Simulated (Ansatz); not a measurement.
Consider CHSSi (SMILES [Si]#CS) (doublet).

The calculation's input:

```
crystal:
  periodic: [false, false, false]
  atoms:
    - { symbol: Si, position_ang: [-1.93368, 0.39511, 1.0731] }
    - { symbol: C, position_ang: [-0.39896, -0.09451, 0.37414] }
    - { symbol: S, position_ang: [0.65708, 0.26851, -0.88921] }
    - { symbol: H, position_ang: [1.67556, -0.56912, -0.55803] }
magnetization:
  spin_polarized: true
  initial_magnetization: 1
basis:
  gaussian: { orbitals: "6-31G*" }
hamiltonian:
  xc: hf
relax:
  f_tol: 0.015
  max_steps: 40
output:
  orbitals: {}
```

Command:

```sh
ansatz run input.yaml --threads 1 --pin off --max-ram 2048MiB --backend cpu --events-out ev --progress --plain --runs-dir out
```

The fields are those of the relaxed geometry.

⟨S²⟩ = 0.97, above the pure value of 0.75.

Theory: UHF/6-31G* (Ansatz).

What can the converged electron density, electron localisation function and spin density tell about the bonding?

C–S (1.68 Å): ρ is about 1.5 e/Å³ halfway; the ELF peaks at about 0.95 between the atoms, as expected for a covalent bond.
C–Si (1.69 Å): ρ is about 1.1 e/Å³ halfway; the ELF peaks at about 0.90 between the atoms, as expected for localised, covalent bonding.
S–H (1.33 Å): the density is about 1.5 e/Å³ at the midpoint; the ELF climbs to about 1 towards the hydrogen, as it does in any bond to H.
The unpaired spin (1 electron) lies mostly on C2 (about 0.8) and S3 (about 0.2), in electrons by Hirshfeld's partition, with opposite, polarisation-induced spin on Si1.

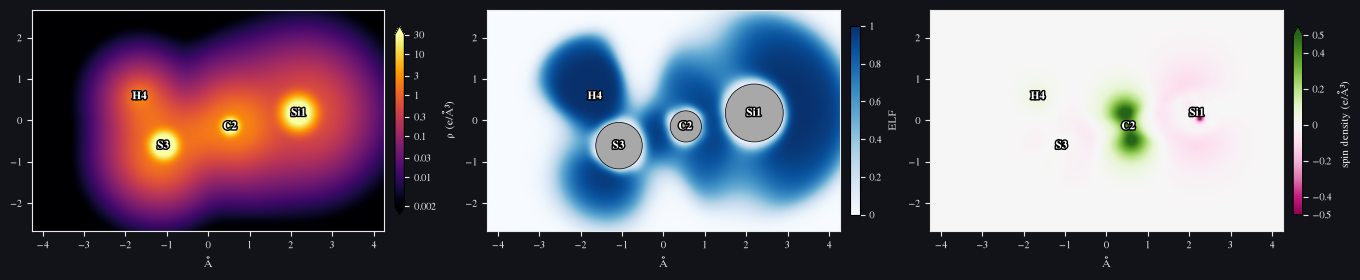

Computed electron density, electron localisation function and spin density on the molecular plane, in this order. Grey discs cover the atomic cores in the ELF map. 
